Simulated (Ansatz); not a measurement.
Input file:

```
crystal:
  periodic: [false, false, false]
  atoms:
    - {symbol: Cl, position_ang: [-1.703547, 0.977335, -1.052595]}
    - {symbol: Si, position_ang: [0.104189, 0.111690, -0.680308]}
    - {symbol: P, position_ang: [0.873056, -0.060798, 1.373380]}
    - {symbol: S, position_ang: [0.157041, -1.775515, 0.200002]}
    - {symbol: H, position_ang: [0.998371, 0.376213, -1.819985]}
    - {symbol: H, position_ang: [-0.386910, 0.306975, 1.933305]}
basis:
  gaussian: {orbitals: def2-TZVPP}
hamiltonian: {xc: pbe0, dispersion: d4}
output: {orbitals: {seedname: orbitals}}
```

Command:

```sh
ansatz run in.yaml --threads 2 --pin off --events-out ev --progress --plain --max-ram 4352MiB
```

Geometry: PBE0-D4/def2-TZVP.

These are results of RKS PBE0-D4/def2-TZVPP (Ansatz), not measurements.

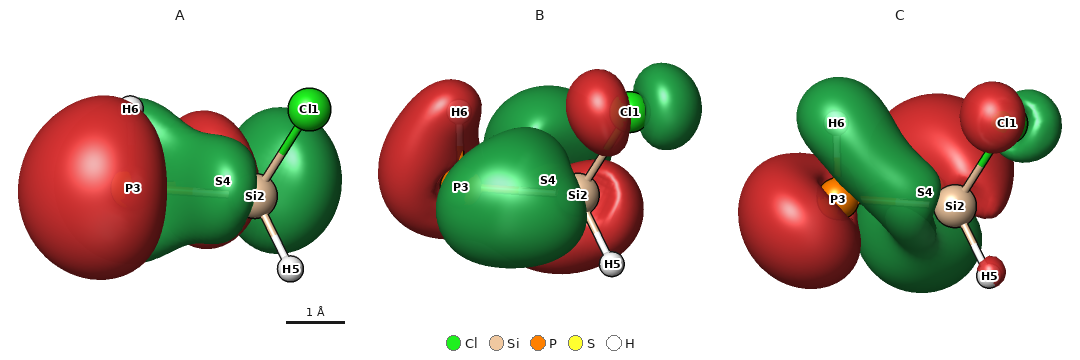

ClH$_{2}$PSSi (SMILES Cl[SiH]1PS1). Three frontier orbitals at ±0.08 Å⁻³ᐟ² (green and red are the two phases), in no order.

Q: Order the three orbitals by energy and name them.

A: B is the HOMO−1 (−7.86 eV). By Hirshfeld shares it lies mainly on S4 (about 40 %), P3 (about 30 %), Si2 (about 20 %) and Cl1 (about 10 %). C is the HOMO (−7.29 eV). Its weight (Hirshfeld) is mainly on S4 (about 45 %), P3 (about 35 %) and Si2 (about 10 %); π-antibonding (π*) across S4–P3. A is the LUMO (−1.18 eV). Its weight (Hirshfeld) is mainly on P3 (about 55 %), S4 (about 35 %) and Si2 (about 5 %).

Q: What is the HOMO–LUMO gap?

A: 6.11 eV between the orbital energies.
